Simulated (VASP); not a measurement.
# BiAs: structure and properties in VASP, part 2 of 4

Wanted: the relaxed cell of BiAs and its properties. The cell is invented: it takes the structure of COD entry 9008845, GaAs (space group 216 there), with some of its atoms replaced by other elements, volume scaled by an estimate. It may not be a known or stable phase. Left out of this account: 1 further run (relaxation: it shows nothing beyond the runs told).

VASP 6.6.1; rSCAN with D3(BJ); plane waves and PAW (Bi_d, As); invented cell.

Still holding for the runs below: The k-mesh is coarse for a metal.

So far. Step 2 (Full relaxation (rSCAN + D3(BJ))): It ends with forces that vanish by symmetry and a pressure of -0.01 GPa. The relaxed cell has a = 6.617 Å (conventional setting).

**3. Second relaxation**

A relaxation keeps the plane waves of the cell it began with, so it is repeated from the new cell, on a basis made for it.

The input, INCAR:

```
SYSTEM = BiAs
PREC = Accurate
ENCUT = 400
EDIFF = 1E-06
NELM = 100
ISMEAR = -1
SIGMA = 0.05
LREAL = .FALSE.
ALGO = Normal
METAGGA = RSCAN
IVDW = 12
VDW_S6 = 1
VDW_S8 = 1.08859014
VDW_A1 = 0.47023427
VDW_A2 = 5.73408312
LASPH = .TRUE.
LORBIT = 11
LWAVE = .FALSE.
LCHARG = .FALSE.
IBRION = 2
NSW = 60
ISIF = 3
EDIFFG = -0.01
```

The input, POSCAR:

```
BiAs
1.0
    0.0000000000      3.3086205247      3.3086205247
    3.3086205247      0.0000000000      3.3086205247
    3.3086205247      3.3086205247      0.0000000000
Bi As
1 1
Direct
    0.0000000000      0.0000000000      0.0000000000
    0.2500000000      0.2500000000      0.2500000000
```

The input, KPOINTS:

```
Automatic mesh
0
Gamma
6 6 6
0 0 0
```

The projector-augmented-wave data sets are Bi_d and As (PBE family, release 64).

Command:

```bash
$ mpirun -np 1 vasp_std
```

The log of the run:

```text
[banner, memory and clock lines left out]
running    1 mpi-ranks, on    1 nodes
 distrk:  each k-point on    1 cores,    1 groups
 distr:  one band on    1 cores,    1 groups

 POSCAR found type information on POSCAR BiAs
 POSCAR found :  2 types and       2 ions
 [... a notice as in an earlier step ...]

 LDA part: xc-table for (None), standard interpolation
 POSCAR, INCAR and KPOINTS ok, starting setup
 FFT: planning ... GRIDC
 FFT: planning ... GRID_SOFT
 FFT: planning ... GRID
 WAVECAR not read
 entering main loop
       N       E                     dE             d eps       ncg     rms          rms(c)
DAV:   1     0.150146566532E+02    0.15015E+02   -0.89843E+03   448   0.116E+03
DAV:   2    -0.121612465550E+03   -0.13663E+03   -0.13488E+03   484   0.313E+02
DAV:   3    -0.130677553304E+03   -0.90651E+01   -0.90097E+01   592   0.946E+01
DAV:   4    -0.130866514389E+03   -0.18896E+00   -0.18894E+00   500   0.164E+01
DAV:   5    -0.130874010087E+03   -0.74957E-02   -0.74956E-02   648   0.280E+00    0.246E+00
DAV:   6    -0.126603092655E+03    0.42709E+01   -0.13733E+00   532   0.188E+01    0.145E+00
DAV:   7    -0.126605759498E+03   -0.26668E-02   -0.15985E-01   526   0.323E+00    0.817E-01
DAV:   8    -0.126608301805E+03   -0.25423E-02   -0.13000E-02   688   0.135E+00    0.352E-01
DAV:   9    -0.126609577897E+03   -0.12761E-02   -0.48616E-03   540   0.590E-01    0.101E-01
DAV:  10    -0.126609413715E+03    0.16418E-03   -0.58096E-04   544   0.331E-01    0.384E-02
DAV:  11    -0.126609470711E+03   -0.56997E-04   -0.36552E-04   506   0.226E-01    0.284E-02
DAV:  12    -0.126609450106E+03    0.20605E-04   -0.75311E-05   562   0.124E-01    0.639E-03
DAV:  13    -0.126609450146E+03   -0.39827E-07   -0.57035E-06   542   0.198E-02
   1 F= -.12700675E+03 E0= -.12700483E+03  d E =-.127007E+03
 curvature:   0.00 expect dE= 0.000E+00 dE for cont linesearch  0.000E+00
 trial: gam= 0.00000 g(F)=  0.412E-46 g(S)=  0.251E-03 ort = 0.000E+00 (trialstep = 0.100E+01)
 search vector abs. value=  0.251E-03
 bond charge predicted
       N       E                     dE             d eps       ncg     rms          rms(c)
DAV:   1    -0.126614444244E+03   -0.49941E-02   -0.95810E-02   550   0.518E+00    0.300E-01
DAV:   2    -0.126611806201E+03    0.26380E-02   -0.50371E-03   556   0.122E+00    0.128E-01
DAV:   3    -0.126611245301E+03    0.56090E-03   -0.25872E-03   532   0.813E-01    0.160E-02
DAV:   4    -0.126611246033E+03   -0.73270E-06   -0.85704E-05   496   0.945E-02    0.957E-03
DAV:   5    -0.126611246790E+03   -0.75668E-06   -0.65452E-06   592   0.185E-02
   2 F= -.12700680E+03 E0= -.12700490E+03  d E =-.533191E-04
[... from here on, the cycles between the ionic steps are left out ...]
   3 F= -.12700594E+03 E0= -.12700406E+03  d E =0.808851E-03
   4 F= -.12700675E+03 E0= -.12700485E+03  d E =-.357591E-06
   5 F= -.12700678E+03 E0= -.12700488E+03  d E =-.304706E-04
   6 F= -.12700680E+03 E0= -.12700489E+03  d E =-.445468E-04
   7 F= -.12700680E+03 E0= -.12700489E+03  d E =-.490590E-04
   8 F= -.12700682E+03 E0= -.12700490E+03  d E =-.176915E-04
   9 F= -.12700683E+03 E0= -.12700491E+03  d E =-.272630E-04
 curvature:  -0.29 expect dE=-0.996E-05 dE for cont linesearch -0.996E-05
 ZBRENT: interpolating
 opt :   0.3889  next Energy=  -127.006834 (dE=-0.340E-04)
 bond charge predicted
       N       E                     dE             d eps       ncg     rms          rms(c)
DAV:   1    -0.126610977336E+03   -0.31612E-03   -0.20090E-03   544   0.747E-01    0.428E-02
DAV:   2    -0.126610922069E+03    0.55267E-04   -0.10810E-04   550   0.180E-01    0.181E-02
DAV:   3    -0.126610909540E+03    0.12529E-04   -0.55661E-05   532   0.119E-01    0.270E-03
DAV:   4    -0.126610909001E+03    0.53936E-06   -0.18844E-06   316   0.142E-02
  10 F= -.12700682E+03 E0= -.12700491E+03  d E =-.231229E-04
 curvature:  -0.19 expect dE=-0.294E-06 dE for cont linesearch -0.294E-06
 trial: gam= 0.00000 g(F)=  0.502E-46 g(S)=  0.151E-05 ort =-0.116E-04 (trialstep = 0.882E+00)
 search vector abs. value=  0.151E-05
 reached required accuracy - stopping structural energy minimisation
```

Run time: 6.8 min. Hardware: 1 MPI rank of AMD EPYC 7R43, shared host; peak memory 0.16 GiB.

From OUTCAR (step 3):

```text
  LATTYP: Found a face centered cubic cell.
 ALAT       =     6.6172410494

The static configuration has the point symmetry T_d .

 Found     16 irreducible k-points:

   dimension x,y,z NGX =    32 NGY =   32 NGZ =   32
   dimension x,y,z NGXF=    64 NGYF=   64 NGZF=   64

   ENCUT  =  400.0 eV  29.40 Ry    5.42 a.u.   7.63  7.63  7.63*2*pi/ulx,y,z

   NELECT =      20.0000    total number of electrons

 Edisp (eV)   -0.39617

 E-fermi :   3.7627

 k-point     1 :       0.0000    0.0000    0.0000
  band No.  band energies     occupation
    ...
      6     -10.0523      2.00000
      7      -3.3622      2.00000
      8       1.8397      2.00000
      9       1.8397      2.00000
     10       1.8397      2.00000
     11       4.5717      0.00000
     12       4.5717      0.00000
     13       4.5717      0.00000
     14       7.8574      0.00000

 k-point     2 :       0.1667    0.0000    0.0000
  band No.  band energies     occupation
    ...
      6      -9.8351      2.00000
      7      -4.0429      2.00000
      8       1.5408      2.00000
      9       1.5408      2.00000
     10       1.6495      2.00000
     11       4.9996      0.00000
     12       4.9996      0.00000
     13       5.0433      0.00000
     14       8.9510      0.00000

 Edisp (eV)   -0.39591

  Total       0.00457     0.00457     0.00457    -0.00000     0.00000    -0.00000
  in kB       0.10081     0.10081     0.10081    -0.00000     0.00000    -0.00000
  external pressure =        0.10 kB  Pullay stress =        0.00 kB

  energy-cutoff  :      400.00
  volume of cell :       72.68
      direct lattice vectors                 reciprocal lattice vectors
    -0.000000000  3.312351809  3.312351809    -0.150950149  0.150950149  0.150950149
     3.312351809 -0.000000000  3.312351809     0.150950149 -0.150950149  0.150950149
     3.312351809  3.312351809  0.000000000     0.150950149  0.150950149 -0.150950149

 POSITION                                       TOTAL-FORCE (eV/Angst)
 -----------------------------------------------------------------------------------
      0.00000      0.00000      0.00000        -0.000000     -0.000000     -0.000000
      1.65618      1.65618      1.65618         0.000000      0.000000      0.000000
 -----------------------------------------------------------------------------------
    total drift:                               -0.000000     -0.000000     -0.000000

  FREE ENERGIE OF THE ION-ELECTRON SYSTEM (eV)
  ---------------------------------------------------
  free  energy   TOTEN  =      -127.0068226996 eV

  energy  without entropy=     -127.0029998807  energy(sigma->0) =     -127.00491129

 total charge
# of ion       s       p       d       tot
------------------------------------------
    1        1.546   1.237   9.914  12.697
    2        1.288   1.423   0.021   2.732
--------------------------------------------------
tot          2.834   2.660   9.935  15.429

[... 4 parts as in an earlier step ...]

[... 6 further parts left out ...]
```

CONTCAR:

```
BiAs
   1.00000000000000
    -0.0000000000000000    3.3123518090208823    3.3123518090208823
     3.3123518090208823   -0.0000000000000000    3.3123518090208823
     3.3123518090208823    3.3123518090208823    0.0000000000000000
  Bi              As
     1     1
Direct
     0.0000000000000000    0.0000000000000000    0.0000000000000000
     0.2500000000000000    0.2500000000000000    0.2500000000000000
```

The steps of the relaxation:

```csv
step,energy less that of the first step (eV),largest force (eV/Å),pressure (GPa),volume (Å³)
1,0.0000,0.0000,0.13,72.44
2,-0.0001,0.0000,0.08,72.75
3,0.0008,0.0000,-0.45,73.32
4,0.0000,0.0000,-0.09,72.84
5,0.0000,0.0000,-0.12,72.79
6,0.0000,0.0000,-0.10,72.77
7,0.0000,0.0000,-0.08,72.76
8,-0.0001,0.0000,0.06,72.57
9,-0.0001,0.0000,0.05,72.64
10,-0.0001,0.0000,0.01,72.68
```

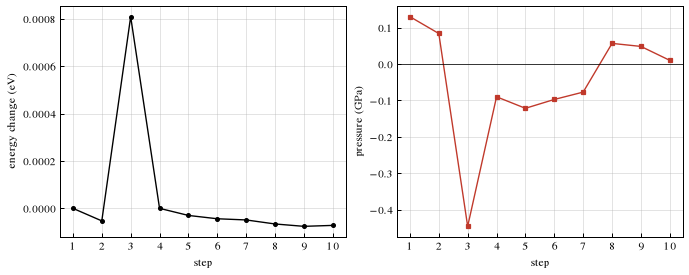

Energy and pressure along the relaxation.

```csv
"conventional cell, symmetrised",before,after,change
a (Å),6.617,6.625,+0.1 %
b (Å),6.617,6.625,+0.1 %
c (Å),6.617,6.625,+0.1 %
volume (Å³/atom),36.22,36.34,+0.3 %
```

The relaxed structure:

```xyz
2
Lattice="0.0000 3.3124 3.3124 3.3124 0.0000 3.3124 3.3124 3.3124 0.0000" Properties=species:S:1:pos:R:3 pbc="T T T"
Bi    0.0000    0.0000    0.0000
As    1.6562    1.6562    1.6562
```

This step gave:

- free energy (TOTEN): -127.0068 eV
- energy at zero smearing: -127.0049 eV
- Fermi energy: 3.763 eV
- pressure: 0.01008 GPa
- SCF cycles over all ionic steps: 58

It ends with forces that vanish by symmetry and a pressure of 0.01 GPa.

**4. Single point with fields (rSCAN + D3(BJ))**

A single point on the relaxed cell gives a clean self-consistent state, with density, ELF and potential written out.

INCAR: that of step 3 with these lines changed.

```diff
@@ -18,6 +18,5 @@
 LWAVE = .FALSE.
-LCHARG = .FALSE.
-IBRION = 2
-NSW = 60
-ISIF = 3
-EDIFFG = -0.01
+LCHARG = .TRUE.
+ISIF = 2
+LELF = .TRUE.
+LVHAR = .TRUE.
```

The input, POSCAR:

```
BiAs
1.0
    0.0000000000      3.3123518090      3.3123518090
    3.3123518090      0.0000000000      3.3123518090
    3.3123518090      3.3123518090      0.0000000000
Bi As
1 1
Direct
    0.0000000000      0.0000000000      0.0000000000
    0.2500000000      0.2500000000      0.2500000000
```

KPOINTS is that of step 3.

Command:

```bash
$ mpirun -np 1 vasp_std
```

The log of the run:

```text
[... set-up lines as in an earlier step ...]
 entering main loop
       N       E                     dE             d eps       ncg     rms          rms(c)
DAV:   1     0.159530966774E+02    0.15953E+02   -0.88270E+03   448   0.116E+03
DAV:   2    -0.121584739235E+03   -0.13754E+03   -0.13614E+03   484   0.316E+02
DAV:   3    -0.130676165014E+03   -0.90914E+01   -0.90491E+01   580   0.947E+01
DAV:   4    -0.130867664978E+03   -0.19150E+00   -0.19148E+00   498   0.169E+01
DAV:   5    -0.130875078844E+03   -0.74139E-02   -0.74138E-02   636   0.276E+00    0.245E+00
DAV:   6    -0.126604272966E+03    0.42708E+01   -0.13752E+00   526   0.187E+01    0.145E+00
DAV:   7    -0.126607273495E+03   -0.30005E-02   -0.15968E-01   520   0.323E+00    0.812E-01
DAV:   8    -0.126609859920E+03   -0.25864E-02   -0.13090E-02   698   0.135E+00    0.348E-01
DAV:   9    -0.126611132801E+03   -0.12729E-02   -0.48159E-03   520   0.585E-01    0.101E-01
DAV:  10    -0.126610972848E+03    0.15995E-03   -0.57424E-04   544   0.328E-01    0.387E-02
DAV:  11    -0.126611029313E+03   -0.56466E-04   -0.36006E-04   506   0.222E-01    0.280E-02
DAV:  12    -0.126611009419E+03    0.19894E-04   -0.76544E-05   568   0.125E-01    0.590E-03
DAV:  13    -0.126611009445E+03   -0.26282E-07   -0.49696E-06   536   0.170E-02
   1 F= -.12700692E+03 E0= -.12700501E+03  d E =-.382294E-02
```

The job ended after 89 s (1 MPI rank; peak memory 0.15 GiB).

Parts of OUTCAR (step 4):

```text
  LATTYP: Found a face centered cubic cell.
 ALAT       =     6.6247036180

The static configuration has the point symmetry T_d .

 Found     16 irreducible k-points:

   ENCUT  =  400.0 eV  29.40 Ry    5.42 a.u.   7.64  7.64  7.64*2*pi/ulx,y,z

   NELECT =      20.0000    total number of electrons

 E-fermi :   3.7628

 k-point     1 :       0.0000    0.0000    0.0000
  band No.  band energies     occupation
    ...
      6     -10.0522      2.00000
      7      -3.3621      2.00000
      8       1.8398      2.00000
      9       1.8398      2.00000
     10       1.8398      2.00000
     11       4.5717      0.00000
     12       4.5717      0.00000
     13       4.5717      0.00000
     14       7.8575      0.00000

 k-point     2 :       0.1667    0.0000    0.0000
  band No.  band energies     occupation
    ...
      6      -9.8350      2.00000
      7      -4.0427      2.00000
      8       1.5409      2.00000
      9       1.5409      2.00000
     10       1.6496      2.00000
     11       4.9996      0.00000
     12       4.9996      0.00000
     13       5.0433      0.00000
     14       8.9511      0.00000

 Edisp (eV)   -0.39591

  Total      -0.00934    -0.00934    -0.00934     0.00000     0.00000     0.00000
  in kB      -0.20599    -0.20599    -0.20599     0.00000     0.00000     0.00000
  external pressure =       -0.21 kB  Pullay stress =        0.00 kB

  energy-cutoff  :      400.00
  volume of cell :       72.68
      direct lattice vectors                 reciprocal lattice vectors
     0.000000000  3.312351809  3.312351809    -0.150950149  0.150950149  0.150950149
     3.312351809  0.000000000  3.312351809     0.150950149 -0.150950149  0.150950149
     3.312351809  3.312351809  0.000000000     0.150950149  0.150950149 -0.150950149

 POSITION                                       TOTAL-FORCE (eV/Angst)
 -----------------------------------------------------------------------------------
      0.00000      0.00000      0.00000         0.000000      0.000000      0.000000
      1.65618      1.65618      1.65618        -0.000000     -0.000000     -0.000000
 -----------------------------------------------------------------------------------
    total drift:                               -0.000000     -0.000000     -0.000000

  FREE ENERGIE OF THE ION-ELECTRON SYSTEM (eV)
  ---------------------------------------------------
  free  energy   TOTEN  =      -127.0069231445 eV

  energy  without entropy=     -127.0031002090  energy(sigma->0) =     -127.00501168

[... 6 parts as in an earlier step ...]

[... 5 further parts left out ...]
```

Numbers from this step:

- SCF cycles: 13
- free energy (TOTEN): -127.0069 eV
- energy at zero smearing: -127.0050 eV
- pressure: -0.02060 GPa

Valence electrons inside each PAW sphere by angular momentum. Sphere charges, by row:

```csv
atom,s (e),p (e),d (e),tot (e)
Bi1,1.546,1.237,9.914,12.7
As2,1.288,1.423,0.021,2.732
```

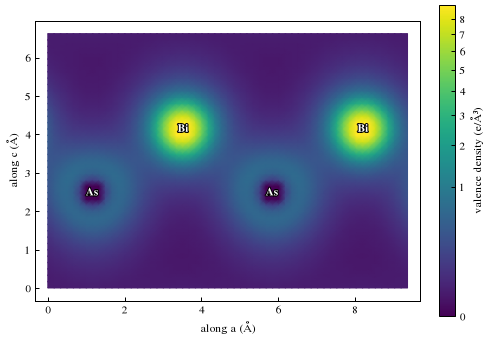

Valence density in the ac plane of a cell with a along [110], b along [-110] and c along [001] of the cube at fractional y = 0.000, with atoms of Bi and As within 0.2 Å of it. It is the smooth field of the valence electrons, not physical close to the nuclei. The map starts off the cell's origin, so that atoms lie inside it. The colour scale is stretched toward low values.

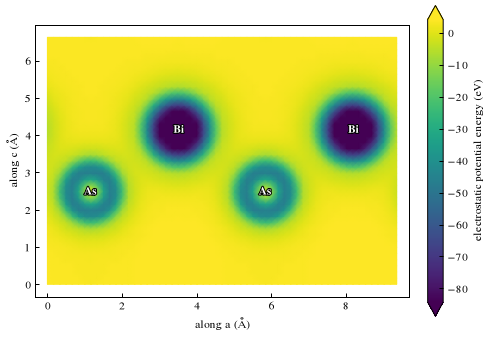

Electrostatic potential energy in the ac plane of a cell with a along [110], b along [-110] and c along [001] of the cube at fractional y = 0.000, with atoms of Bi and As within 0.2 Å of it. With pseudopotentials it is smooth inside the atoms' cores, unlike the true potential. The map starts off the cell's origin, so that atoms lie inside it.

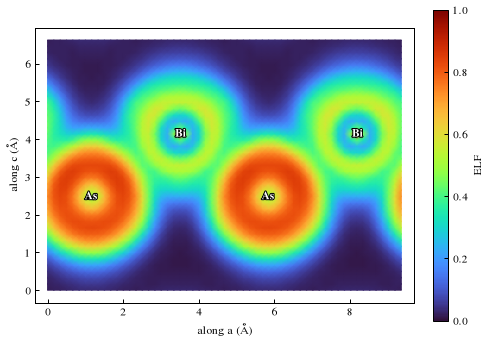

ELF in the ac plane of a cell with a along [110], b along [-110] and c along [001] of the cube at fractional y = 0.000, with atoms of Bi and As within 0.2 Å of it. It is the smooth field of the valence electrons, not physical close to the nuclei. The map starts off the cell's origin, so that atoms lie inside it.

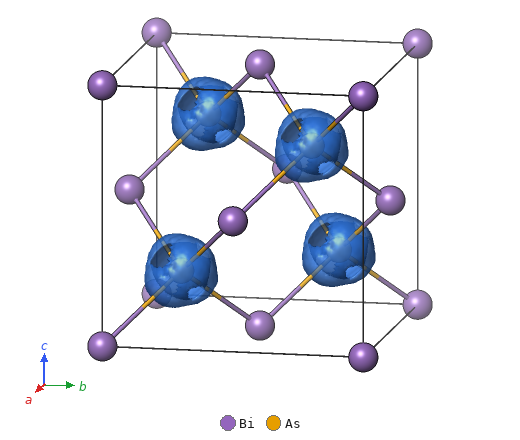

Surface of ELF = 0.82. Bonds to atoms that aren't drawn are left out.

In this run the pressure is -0.02 GPa, small enough to go on.

**5. Bands along the symmetry lines (rSCAN + D3(BJ))**

Levels along the symmetry lines show where the bands peak and cross; KPOINTS_OPT computes them in the converged potential.

INCAR: that of step 4 with these lines changed.

```diff
@@ -18,5 +18,2 @@
 LWAVE = .FALSE.
-LCHARG = .TRUE.
-ISIF = 2
-LELF = .TRUE.
-LVHAR = .TRUE.
+LCHARG = .FALSE.
```

POSCAR is that of step 4.

KPOINTS is that of step 4.

The input, KPOINTS_OPT:

```
Line mode
16
Line-mode
Reciprocal
  0.00000000   0.00000000   0.00000000 GAMMA
  0.50000000   0.00000000   0.50000000 X

  0.50000000   0.00000000   0.50000000 X
  0.50000000   0.25000000   0.75000000 W

  0.50000000   0.25000000   0.75000000 W
  0.37500000   0.37500000   0.75000000 K

  0.37500000   0.37500000   0.75000000 K
  0.00000000   0.00000000   0.00000000 GAMMA

  0.00000000   0.00000000   0.00000000 GAMMA
  0.50000000   0.50000000   0.50000000 L

  0.50000000   0.50000000   0.50000000 L
  0.62500000   0.25000000   0.62500000 U

  0.62500000   0.25000000   0.62500000 U
  0.50000000   0.25000000   0.75000000 W

  0.50000000   0.25000000   0.75000000 W
  0.50000000   0.50000000   0.50000000 L

  0.50000000   0.50000000   0.50000000 L
  0.37500000   0.37500000   0.75000000 K

  0.62500000   0.25000000   0.62500000 U
  0.50000000   0.00000000   0.50000000 X
```

Command:

```bash
$ mpirun -np 1 vasp_std
```

The log of the run:

```text
[... set-up lines as in an earlier step ...]
 entering main loop
       N       E                     dE             d eps       ncg     rms          rms(c)
[... 13 cycles as in an earlier step ...]
   1 F= -.12700692E+03 E0= -.12700501E+03  d E =-.382294E-02
 Start KPOINTS_OPT (optional k-point list driver)
k-point batch [1-16\160]
       N       E                     dE             ncg
DAV:   1    -0.115736162678E+04   -0.58630E+04      448
DAV:   2    -0.340515852942E+04   -0.22478E+04      490
DAV:   3    -0.355597678013E+04   -0.15082E+03      556
DAV:   4    -0.355951313497E+04   -0.35364E+01      500
DAV:   5    -0.355964942236E+04   -0.13629E+00      648
DAV:   6    -0.355965189792E+04   -0.24756E-02      532
DAV:   7    -0.355965196916E+04   -0.71240E-04      648
DAV:   8    -0.355965196979E+04   -0.63846E-06      352
[...]
k-point batch [145-160\160]
       N       E                     dE             ncg
DAV:   1    -0.135796142820E+04   -0.10383E+05      448
DAV:   2    -0.348778351347E+04   -0.21298E+04      508
DAV:   3    -0.362616284471E+04   -0.13838E+03      586
DAV:   4    -0.362909978118E+04   -0.29369E+01      526
DAV:   5    -0.362921109512E+04   -0.11131E+00      638
DAV:   6    -0.362921500250E+04   -0.39074E-02      596
DAV:   7    -0.362921505817E+04   -0.55668E-04      620
DAV:   8    -0.362921505868E+04   -0.51316E-06      410
```

The job ended after 6.1 min (1 MPI rank; peak memory 0.15 GiB).

From OUTCAR (step 5):

```text
   NELECT =      20.0000    total number of electrons

 E-fermi :   3.7628

 Edisp (eV)   -0.39591

[... 20 parts as in an earlier step ...]

[... 2 further parts left out ...]
```

Spin-orbit coupling is off here; with elements this heavy it splits and shifts levels by tenths of an eV or more.

The electronic bands at the labelled points (eV, zero at the Fermi level; # counts the bands kept):

```csv
point,#1,#2,#3,#4,#5,#6
Γ,-7.12,-1.92,-1.92,-1.92,0.81,0.81
X,-11.14,-3.83,-3.83,-0.71,-0.54,4.91
W,-11.12,-4.20,-4.15,0.37,1.20,2.60
K,-10.87,-4.43,-3.55,-0.66,1.19,3.65
Γ,-7.12,-1.92,-1.92,-1.92,0.81,0.81
L,-9.87,-2.83,-2.83,-2.79,1.99,1.99
U,-10.87,-4.43,-3.55,-0.66,1.19,3.65
W,-11.12,-4.20,-4.15,0.37,1.20,2.60
L,-9.87,-2.83,-2.83,-2.79,1.99,1.99
K,-10.87,-4.43,-3.55,-0.66,1.19,3.65
jump to U,-10.87,-4.43,-3.55,-0.66,1.19,3.65
X,-11.14,-3.83,-3.83,-0.71,-0.54,4.91
```

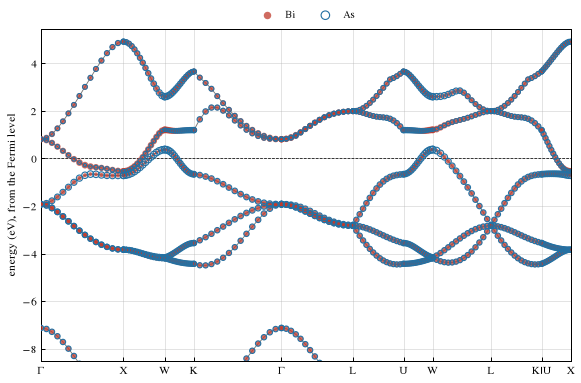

Electronic bands along the path; dots are coloured as in the legend, and their area grows with the weight.

There is no gap at this level.

(Continued in part 3 of 4.)

[Lines on the potential files, build, host, timing and source positions are cut from VASP's logs without a mark.]

[Logs are printed without paths, hosts, clocks, repeated set-up lines and the standing remarks that a program may print on its own settings, such as how far it seeks lower states.]

[Hosts, paths, dates, database ids (printed as entryN), source tags and the programs' standing remarks are cut or masked in the printed files.]

[A measured line is paired with the nearest computed mode of its activity, which favours agreement.]

[In band tables of VASP the shares of atoms and orbitals are scaled to a sum of 1 inside the atoms' spheres.]
